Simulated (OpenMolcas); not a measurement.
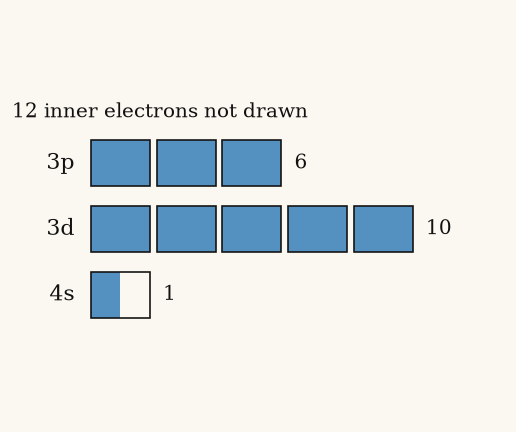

The outer shells of the leading configuration of the lowest level: a box for each of the 2l + 1 orbitals, shaded by the share of the shell that is filled, with the electron count at the right.

**Multiconfigurational calculation, with input and output: Ga²⁺**

System: Ga²⁺.
Method: state-averaged XMS-RASPT2, IPEA shift 0, real shift 0.3 hartree, closed shells 3d correlated, active space 1 electron in the shells 4s 4p 4d; RAS3 4d with at most 1 electron, basis ANO-RCC-VDZP, DKH3 scalar Hamiltonian, spin-orbit coupling by RASSI with atomic mean-field integrals (OpenMolcas).

Input:
```
&GATEWAY
Coord
1

Ga 0.0 0.0 0.0
Basis=ANO-RCC-VDZP
Group=XYZ
NoMove
AngMom=0.0 0.0 0.0
AMFI
&SEWARD
Relativistic=R03O02
&RASSCF
FileOrb=start.orb
Symmetry=1
Spin=2
nActEl=1 0 0
Inactive=8 6
Ras2=1 3
CIRoot=1 1 1
SDav=1
CIMx=300
Iter=120 100
PrWF=0.3
OrbListing=Nothing
MaxOrb=0
Atom
>>> COPY $Project.JobIph JOBPRE
&RASSCF
FileOrb=start.orb
Symmetry=1
Spin=2
nActEl=1 0 1
Inactive=8 6
Ras2=1 3
Ras3=5 0
CIRoot=1 1 1
SDav=6
CIMx=300
Iter=120 100
PrWF=0.3
OrbListing=Nothing
MaxOrb=0
Thrs=2.0e-7 1.0e-1 5.0e-4
Atom
>>> COPY $Project.JobIph JOB001
&RASSCF
FileOrb=start.orb
Symmetry=2
Spin=2
nActEl=1 0 1
Inactive=8 6
Ras2=1 3
Ras3=5 0
CIRoot=3 3 1
SDav=3
CIMx=300
Iter=120 100
PrWF=0.3
OrbListing=Nothing
MaxOrb=0
Thrs=2.0e-7 1.0e-1 5.0e-4
Atom
>>> COPY $Project.JobIph JOB002
&RASSI
NrOfJobIphs=2 1 3
1
1 2 3
IphNames
JOB001
JOB002
EJob
SpinOrbit
DIPRint=1.0
SOCoupling=1000.0
Subsets=2
MEES
Property=10
'ANGMOM' 1 'ANGMOM' 2 'ANGMOM' 3 'MLTPL  1' 1 'MLTPL  1' 2 'MLTPL  1' 3
'AMFI' 1 'AMFI' 2 'AMFI' 3 'MLTPL  2' 6
SOProperty=3
'ANGMOM' 1 'ANGMOM' 2 'ANGMOM' 3
>>> COPY JOB001 $Project.JobIph
&CASPT2
Multistate=1 1
Frozen=3 6
IPEA=0.0
Shift=0.3
MaxIter=60
WThr=0.0 0.3 0.05
PrWF=0.5
NoMix
>>> COPY JOB002 $Project.JobIph
&CASPT2
XMultistate=3 1 2 3
Frozen=3 6
IPEA=0.0
Shift=0.3
MaxIter=60
WThr=0.0 0.3 0.05
PrWF=0.5
NoMix
```

The file start.orb holds starting orbitals from an earlier step. A driver script formed the levels outside the program, from RASSI's spin-orbit matrix and the CASPT2 energies (for multi-state variants, the effective Hamiltonian), averaged over the components of each term or state. The log and the time are those of the CASPT2 step.

Run as:
```bash
OMP_NUM_THREADS=1 MOLCAS_MEM=2252 MOLCAS_PROJECT=a pymolcas a.inp > a.log  # once for each step of the input, in one work folder
```

Output (extracts):
```
--- CASPT2 ---
Orbital specifications:
      -----------------------

      Symmetry species                           1   2
                                                ag  au
      Frozen orbitals                            3   6
      Inactive orbitals                          5   0
      Active orbitals                            6   3
      Secondary orbitals                         1   3
      Deleted orbitals                           0   0
      Number of basis functions                 15  12
Type of calculation                        SS-CASPT2
      Fock operator                              state-specific
      IPEA shift                                 0.00
      Real shift                                 0.30
      Imaginary shift                            0.00
      The input orbitals will be transformed to quasi-canonical
Reference energy:       -1941.3399907901
      E2 (Non-variational):      -0.1819160024
      Shift correction:          -0.0079655314
      E2 (Variational):          -0.1898815338
      Total energy:           -1941.5298723239
      Residual norm:              0.0000001078
      Reference weight:           0.97413
      Contributions to the CASPT2 correlation energy
      Active & Virtual Only:         -0.0000000000
      One Inactive Excited:          -0.0047311958
      Two Inactive Excited:          -0.1771848066
::    CASPT2 Root  1     Total energy:  -1941.52987232
--- CASPT2 ---
Orbital specifications:
      -----------------------

      Symmetry species                           1   2
                                                ag  au
      Frozen orbitals                            3   6
      Inactive orbitals                          5   0
      Active orbitals                            6   3
      Secondary orbitals                         1   3
      Deleted orbitals                           0   0
      Number of basis functions                 15  12
Type of calculation                        XMS-CASPT2
      Fock operator                              state-average
      IPEA shift                                 0.00
      Real shift                                 0.30
      Imaginary shift                            0.00
      The input orbitals will be transformed to quasi-canonical
      The input states will be rotated to diagonalize the Fock operator
Reference energy:       -1941.0442275670
      E2 (Non-variational):      -0.1797371206
      Shift correction:          -0.0078558870
      E2 (Variational):          -0.1875930075
      Total energy:           -1941.2318205745
      Residual norm:              0.0000000793
      Reference weight:           0.97448
      Contributions to the CASPT2 correlation energy
      Active & Virtual Only:         -0.0000000000
      One Inactive Excited:          -0.0039877930
      Two Inactive Excited:          -0.1757493276
Reference energy:       -1941.0442275670
      E2 (Non-variational):      -0.1797371206
      Shift correction:          -0.0078558870
      E2 (Variational):          -0.1875930075
      Total energy:           -1941.2318205745
      Residual norm:              0.0000000793
      Reference weight:           0.97448
      Contributions to the CASPT2 correlation energy
      Active & Virtual Only:         -0.0000000000
      One Inactive Excited:          -0.0039877930
      Two Inactive Excited:          -0.1757493276
::    XMS-CASPT2 Root  1     Total energy:  -1941.23182057
::    XMS-CASPT2 Root  2     Total energy:  -1941.23182057
::    XMS-CASPT2 Root  3     Total energy:  -1941.23182057
```

Spin-orbit levels, grouped by J and assigned:

```tsv
Configuration	Level	E (eV)	LS purity (%)	Landé g
4s	²S₁/₂	0	100	2.002
4p	²P°₁/₂	7.971	100	0.666
4p	²P°₃/₂	8.180	100	1.334
```

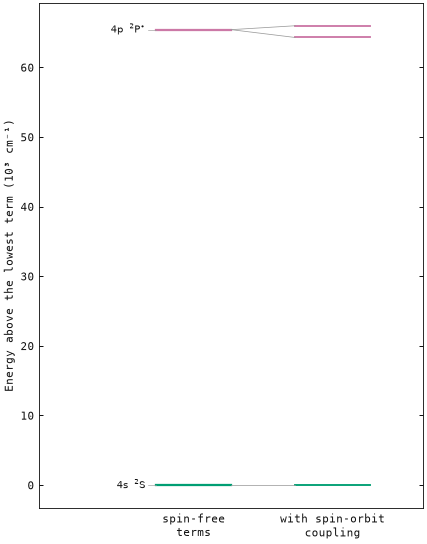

Terms of Ga²⁺ without and with spin-orbit coupling; the J values are left off. 4s ²S (at 0) gives the one level J = 1/2; 4p ²P° (at 65,400 cm⁻¹) splits over 1,690 cm⁻¹ into J = 1/2, 3/2 from the bottom up (normal). The ground level lies 0 below the lowest term.

Key numbers:

```
                                 quantity                                                                 value
                                  outcome                                                             converged
                             lowest level                                                              4s ²S₁/₂
                      first excited level                             4p ²P°₁/₂, 64,290 cm⁻¹ (measured: 65,169)
      energy of the lowest spin-free term                                                   −1941.52987 hartree
    energy of the lowest spin-orbit level                                                   −1941.52987 hartree
                CASPT2 correlation energy                                                       −0.1899 hartree
largest spread among components of a term                                                              0.0 cm⁻¹
                  lowest reference weight                                                                 0.974
                                 hardware  1 thread of Arm Neoverse V2, 24 GiB of memory available, shared host
                                wall time                                                                0.93 s
```

Notes:

Limits: extra active shells serve correlation only, their own levels not computed.
